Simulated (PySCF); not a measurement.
C3H9AlO2, SMILES C[O][Al]([CH3])[O]C at its GFN2-xTB optimised geometry (Å):

```
15

Al    -0.5137    -0.5212     0.0000
C     -1.4215    -2.2962    -0.0024
H     -2.5032    -2.1922     0.0176
H     -1.1154    -2.8869     0.8588
H     -1.1474    -2.8674    -0.8874
O      1.1394    -0.5212     0.0000
C      2.5340    -0.4948    -0.0007
H      2.9160    -0.9970    -0.8937
H      2.8982     0.5360     0.0067
H      2.9171    -1.0101     0.8844
O     -1.4479     0.8425     0.0000
C     -2.2323     1.9960    -0.0028
H     -1.6025     2.8869    -0.0739
H     -2.9171     1.9797    -0.8552
H     -2.8182     2.0514     0.9188
```

Level of theory: PySCF 2.14.0 with B3LYP/def2-TZVP.

Map of the electron localisation function on the plane z = 1.2 Å:

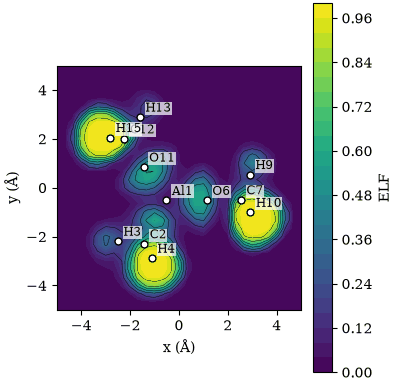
Figure. Electron localisation function on the plane z = 1.2 Å.
